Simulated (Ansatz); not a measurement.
# CBrClFSi (charge +1): what the fields show

Input

```
basis:
  gaussian:
    orbitals: def2-TZVPD
crystal:
  periodic: [false, false, false]
  atoms:
    - symbol: C
      position_ang: [-0.461218, 1.724983, -1.585379]
    - symbol: Br
      position_ang: [-1.178009, 3.225221, -2.345556]
    - symbol: Cl
      position_ang: [2.174942, 2.024526, -0.281616]
    - symbol: F
      position_ang: [-0.550744, 0.658349, -2.289317]
    - symbol: Si
      position_ang: [0.259864, 1.619764, 0.350490]
total_charge: 1
hamiltonian:
  xc: pbe0
output: {forces: true, orbitals: {seedname: orbitals}}
```

Command:

```sh
ansatz run input.yaml --threads 1 --pin off --max-ram 2610MiB --events-out events.jsonl --progress --plain --runs-dir runs
```

Geometry: B3LYP/6-31G*.

Level of theory: Ansatz 0.2.0, isolated molecule in a Gaussian basis; Kohn-Sham density functional theory, functional PBE0.

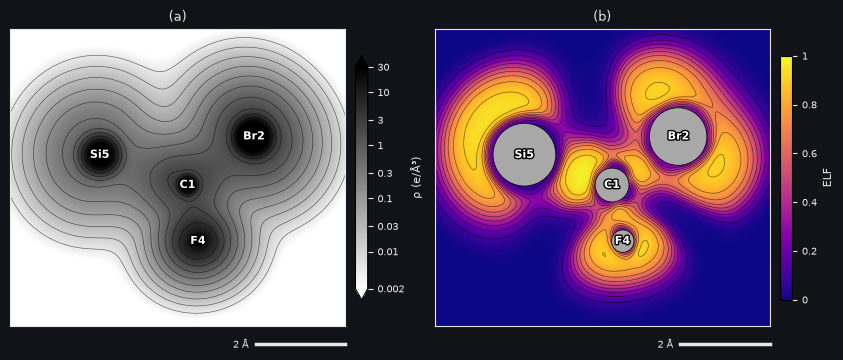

Figure 1. (a) total electron density; (b) electron localisation function on the plane of atoms Br2, C1 and Si5. Grey discs cover the atomic cores in the ELF map.

Q: Interpret the plot.

A:
- Atoms in the plane: C, Br, F and Si.
- C–F (1.28 Å): ρ is about 2.7 e/Å³ halfway; the ELF peaks at about 0.85 between the atoms, as expected for a shared but strongly polarised pair.
- C–Br (1.83 Å): ρ is about 1.3 e/Å³ halfway; the ELF peaks at about 0.90 between the atoms, as expected for a covalent bond.
- C–Si (2.07 Å): ρ is about 0.69 e/Å³ halfway, with its minimum of 0.57 e/Å³ about 1.3 Å from C; the ELF peaks at about 1 between the atoms, as expected for a covalent bond.
- The ELF also peaks beside F4, Br2 and Si5, away from the bonds: lone-pair regions.

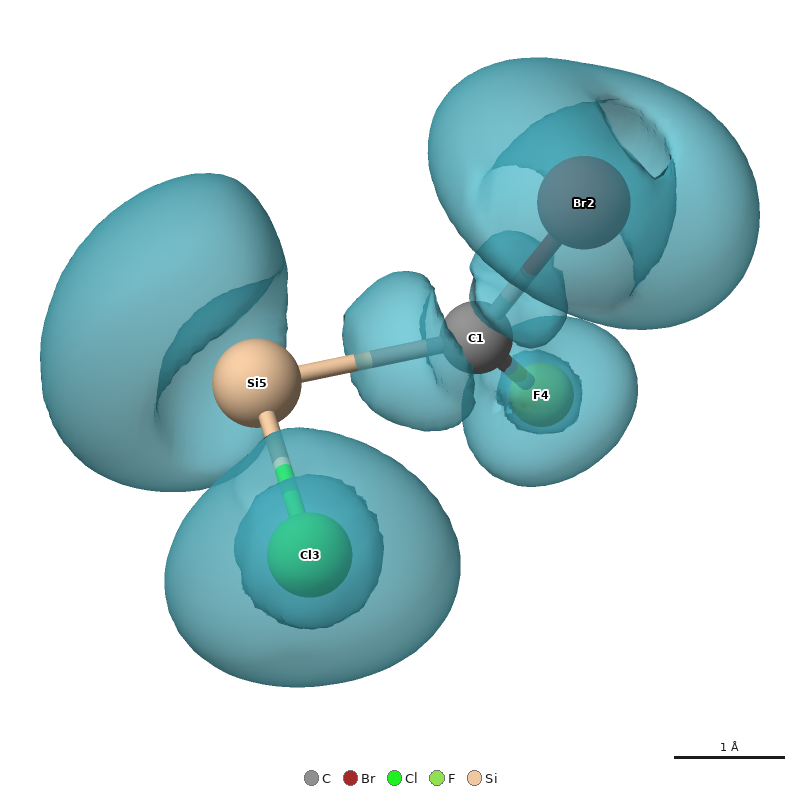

Figure 2. Isosurface of the electron localisation function at 0.75 (cyan), seen at an oblique angle. Only the valence region is drawn (cores and ρ < 0.01 e/Å³ removed).

Q: Describe the localisation domains.

A: At this value the surface marks out one region between bonded Br–C atoms (shared pairs), one region between bonded C–Si atoms (shared pairs), one region on Cl in which the atom's valence shell and bonds are merged, one region on F in which the atom's valence shell and bonds are merged, one ring or bowl of non-bonding electrons around Br and one lobe on Si, pointing away from the bonds (lone pairs).

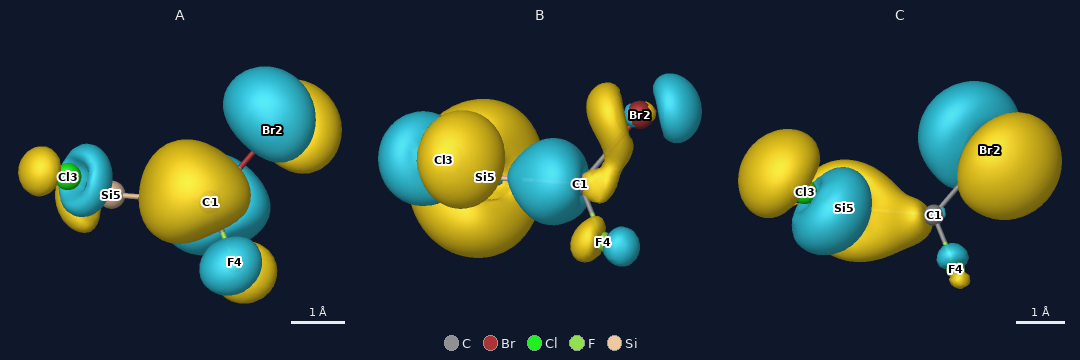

Figure 3. Three frontier orbitals at ±0.1 Å⁻³ᐟ² (yellow and cyan are the two phases), in no order.

Q: Order the three orbitals by energy and name them.

A: C is the HOMO−1 (−14.79 eV). It lies mainly on Br2 (about 50 %), Cl3 (about 30 %) and Si5 (about 15 %); largely a combination of lone pairs on Br2 and Cl3. B is the HOMO (−13.08 eV). Its weight (Hirshfeld) is mainly on Si5 (about 50 %), Cl3 (about 25 %), C1 (about 15 %) and Br2 (about 5 %). A is the LUMO (−9.34 eV). By Hirshfeld shares it lies mainly on C1 (about 50 %), Br2 (about 25 %), F4 (about 15 %) and Si5 (about 10 %).

Q: What is the HOMO–LUMO gap?

A: 3.74 eV between the orbital energies.
